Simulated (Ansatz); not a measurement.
# How the smearing shapes the phonons of YIn (Pm-3m)

Does YIn (Pm-3m) have a Kohn anomaly or a soft branch that a wide smearing hides?

Main program and level: Ansatz 0.2.0; DFT PBEsol, scalar-relativistic, plane waves, PAW.

## Step 1: Starting point

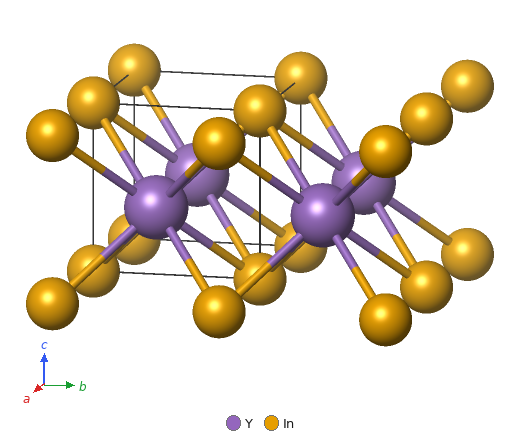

Start, viewed slightly off an axis; yttrium purple, indium orange. 2×2×1 cells are drawn. Some periodic images of atoms are drawn too.

Structure file:

```cif
data_structure
_symmetry_space_group_name_H-M 'P 1'
_symmetry_Int_Tables_number 1
_cell_length_a 3.8100
_cell_length_b 3.8100
_cell_length_c 3.8100
_cell_angle_alpha 90.000
_cell_angle_beta 90.000
_cell_angle_gamma 90.000
_cell_volume 55.31
loop_
_atom_site_label
_atom_site_type_symbol
_atom_site_fract_x
_atom_site_fract_y
_atom_site_fract_z
_atom_site_occupancy
Y1 Y 0.50000 0.50000 0.50000 1
In2 In 0.00000 0.00000 0.00000 1
```

## Step 2: Relaxation

Lattice constant and positions set the bands and the force constants, so the cell is relaxed first.

input.yaml reads:

```yaml
crystal:
  lattice:
    - [3.81, 0.0, 0.0]
    - [0.0, 3.81, 0.0]
    - [0.0, 0.0, 3.81]
  atoms:
    - { symbol: "Y", position: [0.5, 0.5, 0.5] }
    - { symbol: In, position: [0.0, 0.0, 0.0] }
kpoints:
  mp_grid: { grid: [8, 8, 8] }
hamiltonian:
  xc: pbesol
scf:
  occupations: { method: gaussian, width: 0.1 }
output:
  forces: true
  stress: true
  eigenvalues: true
  write_density: true
  write_potential: true
  elf: true
  volumetric_format: npy
relax:
  adjacent_minimum: "off"
  f_tol: 0.005
  max_steps: 80
  cell: { stress_tol: 0.05 }
```

Launch:

```bash
> ansatz run input.yaml --threads 4 --pin off --max-ram 8192MiB --backend cpu --events-out ev --progress --plain --runs-dir out
```

Numbers of over 12 decimals in the logs are rounded to 6 here.

The log of the run:

```text
[the first part of the log is left out]
  E_xc         = -387.017418
  E_vxc        = -300.415556  (∫ρ·V_xc dr)
  E_paw        = -6855.818481  (= ΣΔE_a)
  E_vpaw       = -354.968000  (= ΣTr[D̂ρ^β])
  E_aug_tail   = 0.000028  (compensation charges beyond the density's cutoff)
  E_ewald      = -2042.239869
  E_core_change = 0.384675  (= ΣΔE_core)
  E_smearing   = -0.006169  (= −TS)
  E_closure    = -0.000000  (closes the sum)
  Σ components = -9321.604970   (vs F -9321.604970, Δ=0.00e0)
--- Forces (eV/Å), atoms counted from 1 ---
  atom   1  Y     -0.00000000     0.00000000    -0.00000000
  atom   2  In    -0.00000000     0.00000000     0.00000000
  max |Σ_I F_I| component: 3.16e-30 eV/Å
--- Stress (GPa, compression-positive) ---
       -0.011350      -0.000000       0.000000
       -0.000000      -0.011350      -0.000000
        0.000000      -0.000000      -0.011350
  P = ⅓ Tr σ = -0.0113 GPa (-0.113 kbar)
--- Band table (eV; the first three rows and the last of 35) ---
  k-point 0: bands = ["-31.1338", "-11.0823", "-11.0823", "-11.0823", "-2.7678", "-2.7678", "-2.6639", "-2.6639", "-2.6639", "3.4113", "11.2536", "11.2536", "14.7050", "14.7050", "14.7050", "15.2218"]
  k-point 1: bands = ["-31.1315", "-11.1208", "-11.0798", "-11.0798", "-2.7653", "-2.7455", "-2.6671", "-2.6671", "-2.6626", "3.6196", "11.0095", "11.3099", "13.8440", "13.8440", "14.2460", "15.2274"]
  k-point 2: bands = ["-31.1260", "-11.2123", "-11.0737", "-11.0737", "-2.7591", "-2.6914", "-2.6748", "-2.6748", "-2.6594", "4.2201", "9.9206", "11.4559", "12.9952", "12.9952", "14.3985", "15.2411"]
  k-point 34: bands = ["-31.0889", "-11.2723", "-11.2723", "-11.2723", "-2.7185", "-2.7185", "-2.7185", "-2.5292", "-2.5292", "9.0114", "9.0114", "9.0114", "9.1392", "15.5288", "15.5288", "15.5288"]
--- Relaxed structure (4 steps of the walk, 4 accepted, 1 SCFs on fresh bases) ---
  F+E_penalty+E_count = -9321.60497016 eV   max|allowed force component| = 1.085e-30 eV/Å   (the final SCF, on the basis selected at the relaxed cell)
  cell:  # Å, volume = 51.0391 Å³
    - [3.709377, 0, 0]
    - [0, 3.709377, 0]
    - [0, 0, 3.709377]
  atoms:
    - { symbol: Y, position: [0.5, 0.5, 0.5] }
    - { symbol: In, position: [0, 0, 0] }
```

Elapsed: 5.3 s, on 4 threads of Arm Neoverse N1, shared host; peak memory 0.37 GiB.

The steps of the relaxation:

```
step  energy less that of the first step (eV)  largest force component (eV/Å)  pressure (GPa)  volume (Å³)
   1                                   0.0000                          0.0000           -4.27        55.31
   2                                  -0.0565                          0.0000            1.49        49.91
   3                                  -0.0613                          0.0000           -0.21        51.20
   4                                  -0.0615                          0.0000           -0.01        51.04
   5                                  -0.0610                          0.0000           -0.01        51.04
```

The log counts 1 steps on a newly chosen plane-wave basis, not all of them marked here; energy and pressure can jump at such steps.

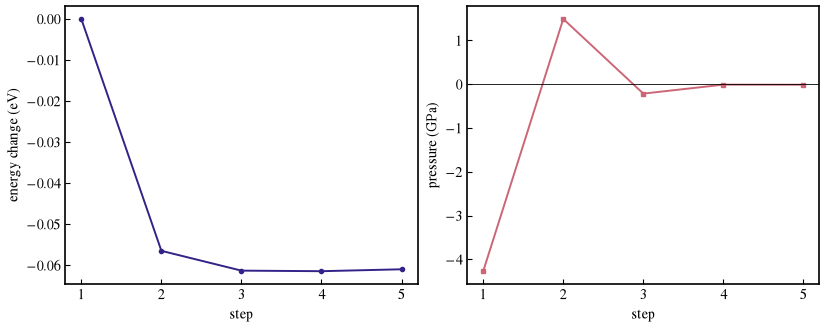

Energy and pressure along the relaxation.

```
conventional cell, symmetrised  before  after  change
                         a (Å)   3.810  3.709  -2.6 %
                         b (Å)   3.810  3.709  -2.6 %
                         c (Å)   3.810  3.709  -2.6 %
              volume (Å³/atom)   27.65  25.52  -7.7 %
```

Final coordinates:

```xyz
2
Lattice="3.7094 0.0000 0.0000 0.0000 3.7094 0.0000 0.0000 0.0000 3.7094" Properties=species:S:1:pos:R:3 pbc="T T T"
Y     1.8547    1.8547    1.8547
In    0.0000    0.0000    0.0000
```

This step gave:

| Quantity | Value |
| --- | --- |
| pressure | -0.01135 GPa |
| volume per atom | 25.52 Å³ |
| metallic on mesh | yes |
| gap on the k-mesh | 0 eV |

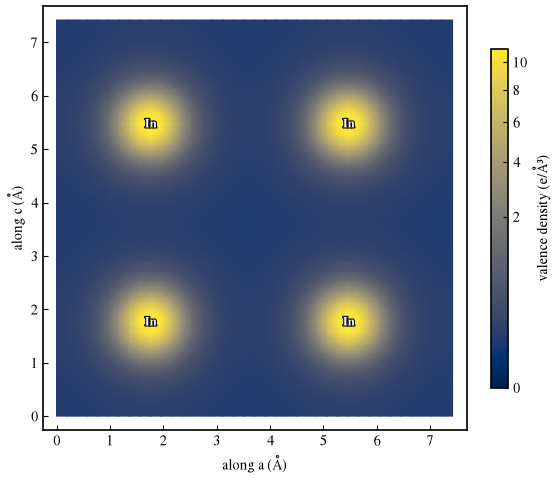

Valence density in the ac plane at fractional y = 0.000, with atoms of In within 0.2 Å of it. It is the smooth field of the valence electrons, not physical close to the nuclei. The map starts off the cell's origin, so that atoms lie inside it. The colour scale is stretched toward low values.

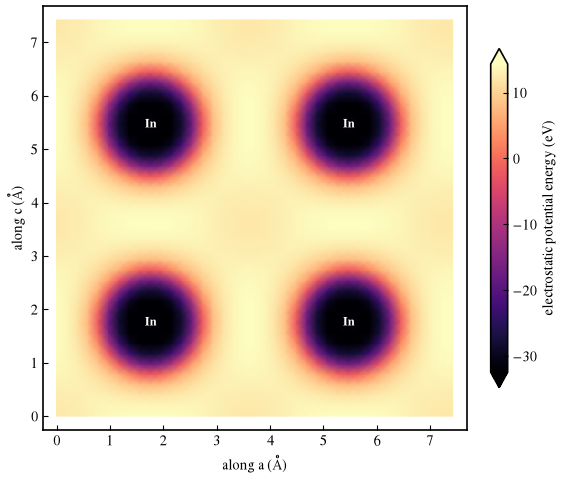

Electrostatic potential energy in the ac plane at fractional y = 0.000, with atoms of In within 0.2 Å of it. With pseudopotentials it is smooth inside the atoms' cores, unlike the true potential. The map starts off the cell's origin, so that atoms lie inside it.

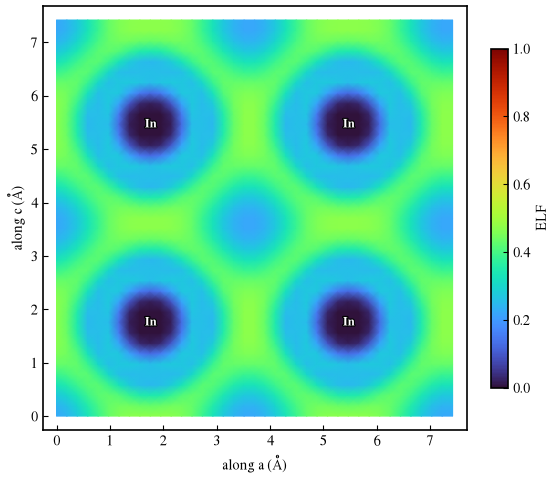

ELF in the ac plane at fractional y = 0.000, with atoms of In within 0.2 Å of it. It is the smooth field of the valence electrons, not physical close to the nuclei. The map starts off the cell's origin, so that atoms lie inside it.

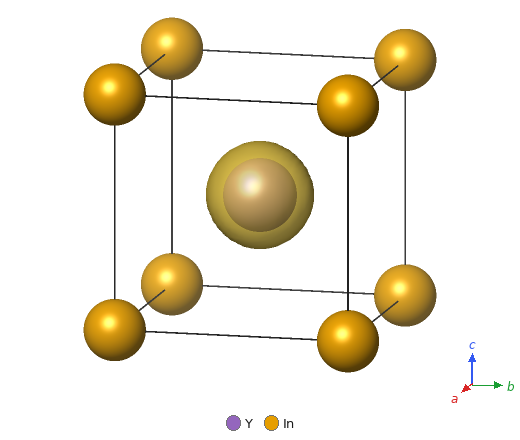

Surface of ELF = 0.77.

The largest force is now zero by symmetry and the largest stress component 0.011 GPa, small enough for phonons.

## Step 3: Phonons along a line: Fermi–Dirac smearing of 0.1 eV

Each wavevector is solved by itself, so no interpolation smooths a dip of the branch.

input.yaml reads:

```yaml
crystal:
  lattice:
    - [3.7093767951, 0.0, 0.0]
    - [0.0, 3.7093767951, 0.0]
    - [0.0, 0.0, 3.7093767951]
  atoms:
    - { symbol: "Y", position: [0.5, 0.5, 0.5] }
    - { symbol: In, position: [0.0, 0.0, 0.0] }
kpoints:
  mp_grid: { grid: [16, 16, 16] }
hamiltonian:
  xc: pbesol
scf:
  occupations: { method: fermi_dirac, width: 0.1 }
output:
  eigenvalues: true
phonons:
  method: dfpt
  qpoints:
    - [0, 0, 0]
    - [0.0, 0.0625, 0.0]
    - [0.0, 0.1875, 0.0]
    - [0.0, 0.3125, 0.0]
    - [0.0, 0.4375, 0.0]
```

The log of the run:

```text
[...]
Crystal: 2 atoms, lattice volume = 51.039 Å³
Basis set: ecut = 420 eV, 1021 PW (Γ), exchange–correlation on 50×50×50 points (8 copies of the dense FFT grid, shifted against one another)
Bands: 16, of which v1, the nominal top of the filled ones, is band 12 counted from 1 (11 counted from 0)
Symmetry: 48 space group operations
k-points: 165 of 4096
[...]
SCF iter   1: F=—  HF=-9321.620322 eV  |F-HF|=—  |Δ(HF+E_count)|=         —  Δρ=3.47e-3  dr2=9.74e-3  ethr=1.77e-3  ⟨swp⟩=5.8  Hψ=13124  notcnv=0
[...]
SCF iter   8: F=-9321.615514 eV  HF=-9321.615514 eV  |F-HF|=0.00e0  |Δ(HF+E_count)|=  6.18e-11  Δρ=7.16e-8  dr2=1.59e-12  ethr=1.00e-12  ⟨swp⟩=5.5  Hψ=11476  notcnv=0
SCF 1 converged in 8 iterations: F = -9321.615514 eV  dr2 = 1.59e-12
[...]
NSCF: frozen V_eff on 165 k-points
[...]
DFPT response loops at q = (0, 0, 0) (fractional): preconditioner auto → Kerker (q_TF=auto, 2.406 Å⁻¹) (partly filled bands, converged f_vac=0.000); β = 1.00, the filter's whole step (`scf.mixing.beta` (0.50) is not read by the response loops under this deck's `scf.mixing.preconditioner`; to damp them name `kerker` or `kerker_dos`, under which they read `scf.mixing.beta`, and type it under 1.00, their step now; both keys bind the ground state too); Broyden in place of MSR1
[...]
SCF converged after 8 iterations
Free energy (F): -9321.615514 eV
[...]
Internal energy: -9321.580064 eV  (E = F + TS)
E sigma→0 (E₀):  -9321.597789 eV
Entropy (-TS):   -0.035450 eV (-17.725 meV/atom)
Fermi energy:    11.634220 eV
[...]
--- Band table (eV; the first three rows and the last of 165) ---
  k-point 0: bands = [... 8 lower, -2.6806, 3.4071, 11.2594, 11.2594, 14.7010, 14.7010, 14.7010, 15.2314]
  k-point 1: bands = [... 8 lower, -2.6803, 3.4595, 11.2110, 11.2739, 14.3407, 14.3407, 14.5319, 15.2329]
  k-point 2: bands = [... 8 lower, -2.6793, 3.6154, 11.0133, 11.3159, 13.8458, 13.8458, 14.2448, 15.2370]
  k-point 164: bands = [... 8 lower, -2.5462, 9.0110, 9.0110, 9.0110, 9.1297, 15.5308, 15.5308, 15.5308]
--- Phonons (Γ-DFPT): 2 representative perturbations + reference (Σ response iterations 6) ---
  ASR residual: 4.027e-4 → 0.000e0 eV/Å²; symmetrization residual: 6.851e-7 eV/Å²
  ASR residual per site (eV/Å²): 4.03e-4 8.88e-6
  Γ frequencies (cm⁻¹): 0.00 0.00 0.00 132.92 132.92 132.92
  non-analytic LO–TO correction: not included (Born effective charges unavailable; polar crystals: no LO–TO splitting at Γ)
--- Phonons (arbitrary-q DFPT): 5 explicit q-points ---
  q = [0, 0, 0] (of the zone-centre solve; hermiticity 4.21e-7, symmetrization 4.27e-12): -0.00 -0.00 -0.00 132.92 132.92 132.92
  q = [0, 0.0625, 0] (4 solved perturbations in 4032 linear systems a pass and spin channel, the states on 1296 of 4096 k-point pairs; hermiticity 1.98e-6, symmetrization 1.65e-10): 15.34 15.34 18.36 132.43 132.43 134.28
[...]
sum rule: each row above includes the acoustic sum rule's correction from the zone centre's row sums; it moved no ω² by more than (1.11 cm⁻¹)²
```

The job ended after 10 min (4 threads; peak memory 2.6 GiB).

The column dr2 measures how far the density is from self-consistency, as an energy; F and HF (Harris–Foulkes) agree once it is small.

Each wavevector solved by linear response. Table of frequency by |q| along the line:

```
|q| along the line (Å⁻¹)  mode 1 = mode 2 (cm⁻¹)  mode 3 (cm⁻¹)  mode 4 = mode 5 (cm⁻¹)  mode 6 (cm⁻¹)
                   0.000                       0              0                     133            133
                   0.106                    15.3           18.4                     132            134
                   0.318                    45.0           53.2                     129            142
                   0.529                    70.2           84.9                     121            150
                   0.741                    87.0            109                     111            152
```

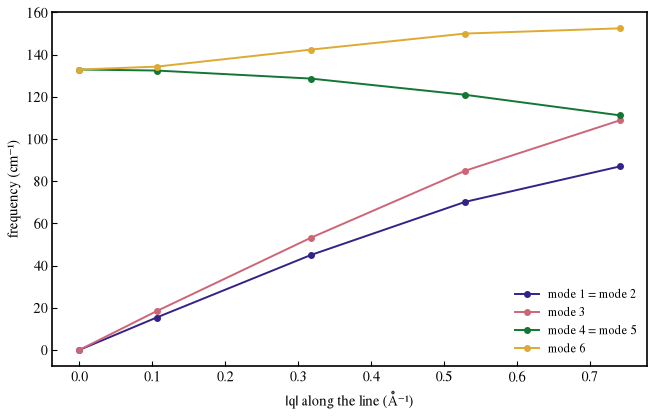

Frequency against |q| along the line.

## Step 4: Phonons along a line: Fermi–Dirac smearing of 0.25 eV

Each wavevector is solved by itself, so no interpolation smooths a dip of the branch.

input.yaml, as its differences from that of step 3:

```diff
@@ -13,3 +13,3 @@
 scf:
-  occupations: { method: fermi_dirac, width: 0.1 }
+  occupations: { method: fermi_dirac, width: 0.25 }
 output:
```

Wider smearing eases the sum over k-points of a metal but moves the result away from its zero-temperature value.

The log of the run:

```text
band count auto-derived: 17 (N_el = 24.0; filled up to band 12; 16 by the electrons, moments and atoms)
[...]
Crystal: 2 atoms, lattice volume = 51.039 Å³
Basis set: ecut = 420 eV, 1021 PW (Γ), exchange–correlation on 50×50×50 points (8 copies of the dense FFT grid, shifted against one another)
Bands: 17, of which v1, the nominal top of the filled ones, is band 12 counted from 1 (11 counted from 0)
Symmetry: 48 space group operations
k-points: 165 of 4096
[...]
SCF iter   1: F=—  HF=-9321.731766 eV  |F-HF|=—  |Δ(HF+E_count)|=         —  Δρ=3.69e-3  dr2=1.19e-2  ethr=1.77e-3  ⟨swp⟩=5.3  Hψ=13240  notcnv=0
[...]
SCF iter   9: F=-9321.726422 eV  HF=-9321.726422 eV  |F-HF|=0.00e0  |Δ(HF+E_count)|=  9.09e-12  Δρ=2.01e-8  dr2=1.43e-13  ethr=1.00e-12  ⟨swp⟩=5.0  Hψ=11430  notcnv=0
SCF 1 converged in 9 iterations: F = -9321.726422 eV  dr2 = 1.43e-13
[...]
WARN: eigensolver did not converge in 2 slots of this pass, the one above among them; of largest residual over every band (k=51): 1 band(s) unlocked (lowest unlocked band 16, counted from 0; max residual 1.03e-5 eV among the unlocked bands, 1.03e-5 eV over every band); of lowest unlocked band (k=51): band 16
[...]
SCF converged after 9 iterations
Free energy (F): -9321.726422 eV
[...]
Internal energy: -9321.437874 eV  (E = F + TS)
E sigma→0 (E₀):  -9321.582148 eV
Entropy (-TS):   -0.288548 eV (-144.274 meV/atom)
Fermi energy:    11.602832 eV
[...]
--- Band table (eV; the first three rows and the last of 165) ---
  k-point 0: bands = [... 8 lower, -2.6856, 3.4047, 11.2669, 11.2669, 14.6991, 14.6991, 14.6991, 15.2445, ... 1 higher]
  k-point 1: bands = [... 8 lower, -2.6852, 3.4572, 11.2180, 11.2814, 14.3434, 14.3434, 14.5308, 15.2459, ... 1 higher]
  k-point 2: bands = [... 8 lower, -2.6842, 3.6131, 11.0187, 11.3236, 13.8501, 13.8501, 14.2459, 15.2502, ... 1 higher]
  k-point 164: bands = [... 8 lower, -2.5524, 9.0121, 9.0121, 9.0121, 9.1244, 15.5336, 15.5336, 15.5336, ... 1 higher]
[...]
ASR residual: 1.111e-3 → 0.000e0 eV/Å²; symmetrization residual: 2.030e-6 eV/Å²
  ASR residual per site (eV/Å²): 1.11e-3 1.43e-5
  Γ frequencies (cm⁻¹): 0.00 0.00 0.00 136.24 136.24 136.24
[...]
--- Phonons (arbitrary-q DFPT): 5 explicit q-points ---
[...]
```

The job ended after 11 min (4 threads; peak memory 2.8 GiB).

Each wavevector solved by linear response. The frequency by |q| along the line:

```
|q| along the line (Å⁻¹)  mode 1 = mode 2 (cm⁻¹)  mode 3 (cm⁻¹)  mode 4 = mode 5 (cm⁻¹)  mode 6 (cm⁻¹)
                   0.000                       0              0                     136            136
                   0.106                    14.4           17.7                     136            137
                   0.318                    42.6           51.5                     131            142
                   0.529                    67.8           82.3                     122            147
                   0.741                    87.1            106                     110            147
```

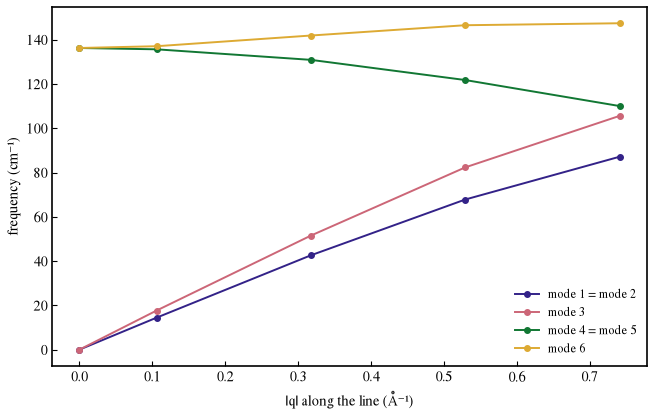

Frequency against |q| along the line.

Against step 3 (now smearing width 0.25 eV), the free energy moves by -55.5 meV an atom.

## Step 5: Wavevectors along a line: Fermi–Dirac smearing of 0.04 eV

The smearing blurs the Fermi surface that screens the phonons; a Fermi–Dirac width is an electronic temperature.

input.yaml, as its differences from that of step 4:

```diff
@@ -13,3 +13,3 @@
 scf:
-  occupations: { method: fermi_dirac, width: 0.25 }
+  occupations: { method: fermi_dirac, width: 0.04 }
 output:
```

Narrower smearing comes nearer the zero-temperature value but asks more of the mesh.

The log of the run:

```text
[...]
Crystal: 2 atoms, lattice volume = 51.039 Å³
Basis set: ecut = 420 eV, 1021 PW (Γ), exchange–correlation on 50×50×50 points (8 copies of the dense FFT grid, shifted against one another)
Bands: 16, of which v1, the nominal top of the filled ones, is band 12 counted from 1 (11 counted from 0)
Symmetry: 48 space group operations
k-points: 165 of 4096
[...]
SCF iter   1: F=—  HF=-9321.605864 eV  |F-HF|=—  |Δ(HF+E_count)|=         —  Δρ=3.46e-3  dr2=9.85e-3  ethr=1.77e-3  ⟨swp⟩=6.0  Hψ=13156  notcnv=0
[...]
SCF iter   8: F=-9321.601274 eV  HF=-9321.601274 eV  |F-HF|=3.64e-12  |Δ(HF+E_count)|=  5.09e-11  Δρ=7.22e-8  dr2=1.53e-12  ethr=1.00e-12  ⟨swp⟩=5.3  Hψ=11243  notcnv=0
SCF 1 converged in 8 iterations: F = -9321.601274 eV  dr2 = 1.53e-12
[...]
SCF converged after 8 iterations
Free energy (F): -9321.601274 eV
[...]
Internal energy: -9321.596141 eV  (E = F + TS)
E sigma→0 (E₀):  -9321.598707 eV
Entropy (-TS):   -0.005133 eV (-2.566 meV/atom)
Fermi energy:    11.636511 eV
[...]
--- Band table (eV; the first three rows and the last of 165) ---
  k-point 0: bands = [... 8 lower, -2.6840, 3.4064, 11.2604, 11.2604, 14.7003, 14.7003, 14.7003, 15.2328]
  k-point 1: bands = [... 8 lower, -2.6837, 3.4588, 11.2119, 11.2749, 14.3407, 14.3407, 14.5313, 15.2343]
  k-point 2: bands = [... 8 lower, -2.6827, 3.6147, 11.0139, 11.3169, 13.8461, 13.8461, 14.2445, 15.2385]
  k-point 164: bands = [... 8 lower, -2.5494, 9.0110, 9.0110, 9.0110, 9.1280, 15.5312, 15.5312, 15.5312]
[...]
ASR residual: 7.545e-5 → 0.000e0 eV/Å²; symmetrization residual: 7.109e-7 eV/Å²
  ASR residual per site (eV/Å²): 7.55e-5 2.66e-5
  Γ frequencies (cm⁻¹): 0.00 0.00 0.00 132.12 132.12 132.12
[...]
--- Phonons (arbitrary-q DFPT): 5 explicit q-points ---
[...]
```

Elapsed: 9.6 min, on 4 threads; peak memory 2.6 GiB; 37 min of CPU time.

[end of part 1 of 2]

[Logs are printed without paths, hosts, clocks, repeated set-up lines and the standing remarks that a program may print on its own settings, such as how far it seeks lower states.]

[Hosts, paths, dates, database ids (printed as entryN), source tags and the programs' standing remarks are cut or masked in the printed files.]
